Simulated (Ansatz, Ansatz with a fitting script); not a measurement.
# PbF2 (Pnma): the order of polymorphs from LDA to RPA

Do cheaper functionals agree with RPA on the order of polymorphs of PbF2 (Pnma)?

Main program and level: Ansatz 0.2.0; density functionals and EXX+RPA, plane waves.

The database entry behind the starting cell differs from later determinations by our own check (about 0.2 % short), so it need not match the best structure at ambient conditions.

In doubt: RPA on norm-conserving files with a d shell is listed as unsure (step 6), so the values of those runs are not to be relied on.

## 1. Starting point

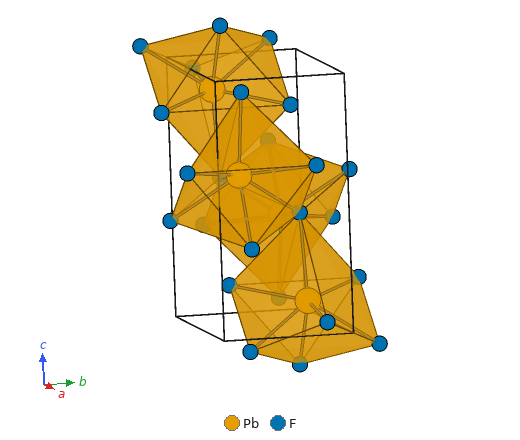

The cell as given, slightly off an axis (lead orange, fluorine blue). Some periodic images of atoms are drawn too.

The structure was relaxed with r2SCAN+rVV10. The runs that relaxed it are not among those shown. The program's search for lower electronic states was switched off, so nothing shows that the state found is the lowest. Spin-orbit coupling is left out unless a step names it. The default PAW set here is soft_2. Its files were made with PBE; for other functionals the partial waves and projectors stay those of PBE.

## 2. Energy LDA (polymorph Pnma)

This step: DFT, LDA, plane waves, PAW.

input.yaml

```yaml
crystal:
  lattice:
    - [6.3514934255, 0.0, 0.0]
    - [0.0, 3.8586751199, 0.0]
    - [0.0, 0.0, 7.6150608197]
  atoms:
    - { symbol: Pb, position: [0.7454103645, 0.75, 0.1081973197] }
    - { symbol: Pb, position: [0.2545896355, 0.25, 0.8918026803] }
    - { symbol: Pb, position: [0.7545896355, 0.25, 0.6081973197] }
    - { symbol: Pb, position: [0.2454103645, 0.75, 0.3918026803] }
    - { symbol: F, position: [0.1403946868, 0.75, 0.0625384193] }
    - { symbol: F, position: [0.8596053132, 0.25, 0.9374615807] }
    - { symbol: F, position: [0.3596053132, 0.25, 0.5625384193] }
    - { symbol: F, position: [0.6403946868, 0.75, 0.4374615807] }
    - { symbol: F, position: [0.531145377, 0.75, 0.8428569557] }
    - { symbol: F, position: [0.468854623, 0.25, 0.1571430443] }
    - { symbol: F, position: [0.968854623, 0.25, 0.3428569557] }
    - { symbol: F, position: [0.031145377, 0.75, 0.6571430443] }
kpoints:
  mp_grid: { grid: [4, 6, 4] }
hamiltonian:
  xc: lda
scf:
  occupations: { method: fixed }
  n_extra_bands: 8
  lower_state_search: "off"
  convergence: { dr2_threshold: 1.0e-09 }
output:
  eigenvalues: true
basis:
  ecutwfc: 650
```

Launch:

```bash
ansatz run input.yaml --threads 24 --pin off --max-ram 44236MiB --backend cpu --events-out ev --progress --plain --runs-dir out
```

Numbers of over 12 decimals in the logs are rounded to 6 here.

What it wrote:

```text
scf.n_extra_bands = 8 over 56 filled bands (N_el = 112.0): the run solves 64 bands
Engine: ansatz 0.2.0, x86_64-unknown-linux-gnu
Pseudopotentials: kind: paw
Pseudopotential: Pb, paw, valence charge 14, recommended cutoff 420 eV (normal), Pb.paw.azcp
Pseudopotential: F, paw, valence charge 7, recommended cutoff 420 eV (normal), F.paw.azcp
Functional definition: SPW92
  exchange = slater_x
  correlation = pw_c
Crystal: 12 atoms, lattice volume = 186.633 Å³
Basis set: ecut = 650 eV, 6989 PW (Γ)
Bands: 64, of which v1, the nominal top of the filled ones, is band 56 counted from 1 (55 counted from 0)
Symmetry: 8 space group operations
Space group: Pnma (ITA 62), of the structure as read, at distance tolerance 5.7e-5 Å
k-points: 36 of 96
Non-local potential: Pb, projectors of the file, l = 0: 2, l = 1: 2, l = 2: 2, l = 3: 2
Non-local potential: F, projectors of the file, l = 0: 2, l = 1: 2, l = 2: 1
PAW form: soft (Blöchl's): semilocal exchange-correlation on the pseudo side does not see the compensation charge
PAW frozen core: Pb, regenerated for the run's functional, and the local potential with it (the file was generated under x = pbe(κ = 0.804, μ = 0.219515), c = pbe(β = 0.066725))
PAW frozen core: F, regenerated for the run's functional, and the local potential with it (the file was generated under x = pbe(κ = 0.804, μ = 0.219515), c = pbe(β = 0.066725))
PAW one-centre angular grid: Pb, 590 points (default); XC on 64 Gauss nodes
PAW one-centre angular grid: F, 110 points (default); XC on 64 Gauss nodes
Initial density: superposition of atomic densities (neutral atoms: chi_scale 0, normalization atom), corrected by the library's trained network
Initial wavefunctions: pseudopotential atomic-orbital guess
Functional: x = slater, c = lda
SCF iter   1: F=—  HF=-52765.188758 eV  |F-HF|=—  |Δ(HF+E_count)|=         —  Δρ=2.10e-2  dr2=6.38e-1  ethr=1.77e-3  ⟨swp⟩=5.0  Hψ=7568  notcnv=0  defer=207
preconditioner: auto → Resta (q_TF=auto, 2.506 Å⁻¹)  ε∞=4.5  [insulator: Δε(μ)=3.943 eV  Ē_g=15.322 eV  n_scr=44 (ndim 8)  ℏωp=28.8 eV  f_vac=0.029  ε∞_Penn≈4.5]
SCF iter   2: F=—  HF=-52765.034415 eV  |F-HF|=—  |Δ(HF+E_count)|=   1.54e-1  Δρ=6.98e-3  dr2=3.06e-2  ethr=5.70e-4  ⟨swp⟩=2.1  Hψ=4288  notcnv=0  defer=193
SCF iter   3: F=—  HF=-52765.025176 eV  |F-HF|=—  |Δ(HF+E_count)|=   9.24e-3  Δρ=2.28e-3  dr2=5.75e-3  ethr=2.73e-5  ⟨swp⟩=2.0  Hψ=4130  notcnv=0  defer=208
SCF iter   4: F=—  HF=-52765.023223 eV  |F-HF|=—  |Δ(HF+E_count)|=   1.95e-3  Δρ=5.82e-4  dr2=4.96e-4  ethr=5.13e-6  ⟨swp⟩=2.0  Hψ=3687  notcnv=0  defer=210
SCF iter   5: F=—  HF=-52765.023167 eV  |F-HF|=—  |Δ(HF+E_count)|=   5.59e-5  Δρ=3.41e-4  dr2=1.39e-4  ethr=4.43e-7  ⟨swp⟩=2.0  Hψ=4264  notcnv=0  defer=210
SCF iter   6: F=—  HF=-52765.023138 eV  |F-HF|=—  |Δ(HF+E_count)|=   2.92e-5  Δρ=5.32e-5  dr2=3.63e-6  ethr=1.24e-7  ⟨swp⟩=2.0  Hψ=3924  notcnv=0  defer=162
SCF iter   7: F=—  HF=-52765.023364 eV  |F-HF|=—  |Δ(HF+E_count)|=   2.26e-4  Δρ=1.25e-5  dr2=3.58e-7  ethr=3.24e-9  ⟨swp⟩=2.0  Hψ=3173  notcnv=0  defer=132
SCF iter   8: F=—  HF=-52765.023364 eV  |F-HF|=—  |Δ(HF+E_count)|=   2.79e-8  Δρ=2.15e-6  dr2=1.16e-8  ethr=3.20e-10  ⟨swp⟩=2.0  Hψ=3072  notcnv=0  defer=132
SCF iter   9: F=-52765.023364 eV  HF=-52765.023364 eV  |F-HF|=1.02e-10  |Δ(HF+E_count)|=   2.41e-9  Δρ=5.10e-7  dr2=4.18e-10  ethr=1.00e-12  ⟨swp⟩=10.9  Hψ=10298  notcnv=0
SCF 1 converged in 9 iterations: F = -52765.023364 eV  dr2 = 4.18e-10
[...]
SCF converged after 9 iterations
Free energy (F): -52765.023364 eV
Harris-Foulkes:  -52765.023364 eV  (|F-HF|=1.02e-10)
Internal energy: -52765.023364 eV  (E = F + TS)
E sigma→0 (E₀):  -52765.023364 eV
Fermi energy:    6.032847 eV
--- Per-component energies (eV) ---
  E_band       = -394.199672
  E_kinetic    = 2780.022885
  E_local      = -8123.123515  (includes V_loc(G=0)·N_el)
  E_nonlocal   = 2024.874812
  E_hartree    = 3059.974851
  E_xc         = -1502.904052
  E_vxc        = -1343.861000  (∫ρ·V_xc dr)
  E_paw        = -41892.373921  (= ΣΔE_a)
  E_vpaw       = -1852.064376  (= ΣTr[D̂ρ^β])
  E_aug_tail   = 0.002479  (compensation charges beyond the density's cutoff)
  E_ewald      = -9112.092062
  E_core_change = 0.595159  (= ΣΔE_core)
  E_smearing   = -0.000000  (= −TS)
  E_closure    = -0.000000  (closes the sum)
  Σ components = -52765.023364   (vs F -52765.023364, Δ=0.00e0)
--- Band table (eV; the first three rows and the last of 36) ---
  k-point 0: bands = [... 52 lower, 4.2211, 5.6722, 5.7385, 5.7405, 10.1446, 10.8296, 11.5116, 11.6218, ... 4 higher]
  k-point 1: bands = [... 52 lower, 4.2577, 5.3529, 5.7870, 5.8534, 10.3216, 11.1255, 11.2526, 11.7173, ... 4 higher]
  k-point 2: bands = [... 52 lower, 4.8076, 4.8076, 5.8615, 5.8615, 10.7523, 10.7523, 11.8818, 11.8818, ... 4 higher]
  k-point 35: bands = [... 52 lower, 5.5631, 5.5631, 5.5631, 5.5631, 10.7334, 10.7334, 10.7334, 10.7334, ... 4 higher]
```

The job ended after 3.1 s (24 threads of Intel Xeon 6975P-C (Granite Rapids), shared host; peak memory 3.1 GiB).

The column dr2 measures how far the density is from self-consistency, as an energy; F and HF (Harris–Foulkes) agree once it is small.

Total energy -52765.0234 eV.

## 3. Energy r2SCAN (polymorph Pnma)

The meta-GGA depends on the orbitals through the kinetic-energy density, which usually opens the gap somewhat.

This step: DFT, r2SCAN, plane waves, PAW.

input.yaml, as its differences from that of step 2:

```diff
@@ -21,3 +21,3 @@
 hamiltonian:
-  xc: lda
+  xc: r2scan
 scf:
```

What it wrote:

```text
[...]
Crystal: 12 atoms, lattice volume = 186.633 Å³
Basis set: ecut = 650 eV, 6989 PW (Γ), exchange–correlation on 216×144×256 points (64 copies of the dense FFT grid, shifted against one another)
Bands: 64, of which v1, the nominal top of the filled ones, is band 56 counted from 1 (55 counted from 0)
Symmetry: 8 space group operations
[...]
k-points: 36 of 96
[...]
--- Band table (eV; the first three rows and the last of 36) ---
  k-point 0: bands = [... 52 lower, 4.0992, 5.7399, 5.8206, 5.8247, 10.8201, 11.5651, 12.2400, 12.3538, ... 4 higher]
  k-point 1: bands = [... 52 lower, 4.1843, 5.3933, 5.8701, 5.9449, 10.9986, 11.8707, 11.9658, 12.4625, ... 4 higher]
  k-point 2: bands = [... 52 lower, 4.7988, 4.7988, 5.9493, 5.9493, 11.4421, 11.4421, 12.6574, 12.6574, ... 4 higher]
  k-point 35: bands = [... 52 lower, 5.6476, 5.6476, 5.6476, 5.6476, 11.4483, 11.4483, 11.4483, 11.4483, ... 4 higher]
[key lines of the parts left out:]
SCF converged after 10 iterations
Free energy (F): -54168.977361 eV
Fermi energy:    6.116905 eV
```

Run time: 3.8 s. Hardware: 24 threads; peak memory 3.8 GiB; 74 s of CPU time.

Total energy -54168.9774 eV.

## 4. Energy r2SCAN+rVV10 (polymorph Pnma)

This step: DFT, r2SCAN with rVV10, plane waves, PAW.

input.yaml, as its differences from that of step 3:

```diff
@@ -22,2 +22,3 @@
   xc: r2scan
+  dispersion: rvv10
 scf:
```

What it wrote:

```text
[...]
Crystal: 12 atoms, lattice volume = 186.633 Å³
Basis set: ecut = 650 eV, 6989 PW (Γ), exchange–correlation on 240×144×288 points (64 copies of the dense FFT grid, shifted against one another)
Bands: 64, of which v1, the nominal top of the filled ones, is band 56 counted from 1 (55 counted from 0)
Symmetry: 8 space group operations
[...]
k-points: 36 of 96
[...]
--- Band table (eV; the first three rows and the last of 36) ---
  k-point 0: bands = [... 52 lower, 4.0800, 5.7260, 5.8061, 5.8072, 10.7563, 11.4991, 12.1828, 12.2904, ... 4 higher]
  k-point 1: bands = [... 52 lower, 4.1646, 5.3769, 5.8557, 5.9294, 10.9357, 11.8066, 11.9071, 12.3997, ... 4 higher]
  k-point 2: bands = [... 52 lower, 4.7805, 4.7805, 5.9346, 5.9346, 11.3809, 11.3809, 12.5977, 12.5977, ... 4 higher]
  k-point 35: bands = [... 52 lower, 5.6328, 5.6328, 5.6328, 5.6328, 11.3883, 11.3883, 11.3883, 11.3883, ... 4 higher]
[key lines of the parts left out:]
SCF converged after 10 iterations
Free energy (F): -54153.218895 eV
Fermi energy:    6.103055 eV
```

Wall time 7.5 s (24 threads); peak memory 4 GiB; 2.3 min of CPU time.

Total energy -54153.2189 eV.

## 5. Energy r2SCAN-D4 (polymorph Pnma)

This step: DFT, r2SCAN with D4 dispersion, plane waves, PAW.

input.yaml, as its differences from that of step 4:

```diff
@@ -22,3 +22,3 @@
   xc: r2scan
-  dispersion: rvv10
+  dispersion: d4
 scf:
```

What it wrote:

```text
[...]
Crystal: 12 atoms, lattice volume = 186.633 Å³
Basis set: ecut = 650 eV, 6989 PW (Γ), exchange–correlation on 216×144×256 points (64 copies of the dense FFT grid, shifted against one another)
Bands: 64, of which v1, the nominal top of the filled ones, is band 56 counted from 1 (55 counted from 0)
Symmetry: 8 space group operations
[...]
k-points: 36 of 96
[...]
--- Band table (eV; the first three rows and the last of 36) ---
  k-point 0: bands = [... 52 lower, 4.0992, 5.7399, 5.8206, 5.8247, 10.8201, 11.5651, 12.2400, 12.3538, ... 4 higher]
  k-point 1: bands = [... 52 lower, 4.1843, 5.3933, 5.8701, 5.9449, 10.9986, 11.8707, 11.9658, 12.4625, ... 4 higher]
  k-point 2: bands = [... 52 lower, 4.7988, 4.7988, 5.9493, 5.9493, 11.4421, 11.4421, 12.6574, 12.6574, ... 4 higher]
  k-point 35: bands = [... 52 lower, 5.6476, 5.6476, 5.6476, 5.6476, 11.4483, 11.4483, 11.4483, 11.4483, ... 4 higher]
[key lines of the parts left out:]
SCF converged after 10 iterations
Free energy (F): -54169.835121 eV
Fermi energy:    6.116905 eV
```

Wall time 4.5 s (24 threads); peak memory 3.8 GiB; 85 s of CPU time.

Total energy -54169.8351 eV.

## 6. Energy RPA (polymorph Pnma)

The RPA correlation energy is summed at several response cutoffs, since it converges slowly from above.

This step: EXX+RPA on LDA, plane waves, norm-conserving pseudopotentials.

input.yaml, as its differences from that of step 5:

```diff
@@ -19,9 +19,8 @@
 kpoints:
-  mp_grid: { grid: [4, 6, 4] }
+  mp_grid: { grid: [2, 4, 2] }
 hamiltonian:
-  xc: r2scan
-  dispersion: d4
+  xc: lda
+  pseudopotentials: { kind: nc, xc_functional: pbe }
 scf:
   occupations: { method: fixed }
-  n_extra_bands: 8
   lower_state_search: "off"
@@ -29,4 +28,8 @@
 output:
-  eigenvalues: true
+  rpa_energy:
+    ecut_chi_ladder: [156, 182, 208, 234, 260]
+    long_wavelength: optical_limit
+    n_empty_bands: 628
 basis:
-  ecutwfc: 650
+  ecutwfc: 1320.0
+  xc_grid: 3
```

What it wrote:

```text
[...]
Crystal: 12 atoms, lattice volume = 186.633 Å³
Basis set: ecut = 1320 eV, 20339 PW (Γ), exchange–correlation on 240×144×288 points (27 copies of the dense FFT grid, shifted against one another)
Bands: 68, of which v1, the nominal top of the filled ones, is band 56 counted from 1 (55 counted from 0)
Symmetry: 8 space group operations
[...]
k-points: 12 of 16
[...]
SCF iter   1: F=—  HF=-14443.065340 eV  |F-HF|=—  |Δ(HF+E_count)|=         —  Δρ=1.22e-1  dr2=1.98e1  ethr=3.10e-3  ⟨swp⟩=10.8  Hψ=5289  notcnv=0  defer=124
[...]
SCF iter  11: F=-14437.252225 eV  HF=-14437.252225 eV  |F-HF|=5.82e-11  |Δ(HF+E_count)|=  1.24e-10  Δρ=2.34e-7  dr2=9.28e-11  ethr=1.00e-12  ⟨swp⟩=32.2  Hψ=9562  notcnv=0
SCF 1 converged in 11 iterations: F = -14437.252225 eV  dr2 = 9.28e-11
NSCF: frozen V_eff on 12 k-points
EXX+RPA screening: q 1/12 (q-point 3)
EXX+RPA screening: q 2/12 (q-point 4)
EXX+RPA screening: q 3/12 (q-point 9)
EXX+RPA screening: q 4/12 (q-point 10)
EXX+RPA screening: q 5/12 (q-point 2)
EXX+RPA screening: q 6/12 (q-point 5)
EXX+RPA screening: q 7/12 (q-point 6)
EXX+RPA screening: q 8/12 (q-point 7)
EXX+RPA screening: q 9/12 (q-point 8)
EXX+RPA screening: q 10/12 (q-point 11)
EXX+RPA screening: q 11/12 (q-point 12)
EXX+RPA screening: q 12/12 (q-point 1)
SCF converged after 11 iterations
Free energy (F): -14437.252225 eV
[...]
Internal energy: -14437.252225 eV  (E = F + TS)
E sigma→0 (E₀):  -14437.252225 eV
Fermi energy:    6.292954 eV
[...]
--- Band table (eV; the first three rows and the last of 12) ---
  k-point 0: bands = [... 52 lower, 4.5497, 6.0070, 6.0752, 6.0773, 10.4308, 11.1167, 11.8215, 11.9118, ... 8 higher]
  k-point 1: bands = [... 52 lower, 5.1335, 5.1335, 6.2000, 6.2000, 11.0502, 11.0502, 12.1787, 12.1787, ... 8 higher]
  k-point 2: bands = [... 52 lower, 5.1678, 5.8202, 5.8497, 6.2930, 11.0421, 11.6584, 12.0343, 12.1410, ... 8 higher]
  k-point 11: bands = [... 52 lower, 5.8980, 5.8980, 5.8980, 5.8980, 11.0201, 11.0201, 11.0201, 11.0201, ... 8 higher]
--- EXX+RPA: 2×4×2 mesh (12 irreducible q, 160/192 k–q pairs), 684 bands' worth read of 689 solved (the sum completed by the states above those read; Γ's head and wings end at those read), 56 occupied, 13 frequency nodes, the response taken to reach 1146.7 eV, pair-density box ratio 4, q→0 included in E_x (Coulomb truncated on the Wigner–Seitz cell) and E_c (k·p head, wings) ---
  smallest occupied→empty transition 4.138e0 eV, smallest direct gap 4.354e0 eV
  indirect gap at most 4.138e0 eV, over 12 k-points of the mesh
  E_x                     =     -1534.601953 eV
  E_xc[n_v+n_c], E_xc[n_v] =     -4785.331827, -1777.153618 eV (parent functional, the pass's orbitals; any nonlocal part keeps n_c)
  E_c ladder  E_cut^χ (eV)   ⟨N_G⟩      E_cut^sphere (eV)      E_c (eV)
                  156.00      824.8            155.88       -140.074013
                  182.00     1039.9            181.93       -147.974028
                  208.00     1270.9            207.96       -154.383431
                  234.00     1515.1            233.80       -159.634754
                  260.00     1773.6            259.69       -164.008752
  E_c(E_cut→∞)            =      -183.954177 ± 1.342339 eV  (E_cut^-3/2 fit over 5 rungs)
  S(q), 6 of 11 wave vectors   |q| (1/Å)       S_0(q)   S_0 (bands read)   S_RPA(q)   (top rung; structure_factors; the frequency nodes sum S_0 to within 2.8e-4)
    ( 0.0000,  0.2500,  0.0000)    0.40708     0.032041           0.029298   0.018349
    ( 0.0000,  0.0000,  0.5000)    0.41255     0.032654           0.029833   0.018759
    ( 0.5000,  0.0000,  0.0000)    0.49462     0.046122           0.042091   0.026818
    ( 0.0000,  0.2500,  0.5000)    0.57958     0.061709           0.056206   0.036476
    ( 0.5000,  0.2500,  0.0000)    0.64060     0.073709           0.067022   0.044148
    ( 0.5000,  0.0000,  0.5000)    0.64409     0.074747           0.067984   0.044684
  core–valence xc dropped  : E_EXX =    -11186.522352 eV   E_EXX+RPA =    -11370.476529 eV
  core–valence xc semilocal: E_EXX =    -14194.700560 eV   E_EXX+RPA =    -14378.654738 eV
```

The job ended after 11 min (24 threads; peak memory 22 GiB; 3.9 h of CPU time).

Numbers from this step:

| Property | Result |
| --- | --- |
| exact exchange energy | -1534.6020 eV |
| RPA correlation energy | -183.9542 eV |

Extrapolated from these cutoffs, the correlation energy is -15.33 eV per atom (fit error 0.11); such a limit moves with the range of cutoffs.

RPA ladder, by row:

```
response cutoff (eV)  mean plane waves  sphere-equivalent cutoff (eV)  correlation energy (eV)
                 156             824.8                          155.9                   -140.1
                 182              1040                          181.9                     -148
                 208              1271                            208                   -154.4
                 234              1515                          233.8                   -159.6
                 260              1774                          259.7                     -164
```

(Continued in part 2 of 2.)

[Paths, hosts, dates, memory and timing lines, banners, echoed tables and standing remarks are left out of the program output.]

[Logs are printed without paths, hosts, clocks, repeated set-up lines and the standing remarks that a program may print on its own settings, such as how far it seeks lower states.]

[Runs of the session that timed out or met a known fault of the program may be left out.]

[Hosts, paths, dates, database ids (printed as entryN), source tags and the programs' standing remarks are cut or masked in the printed files.]
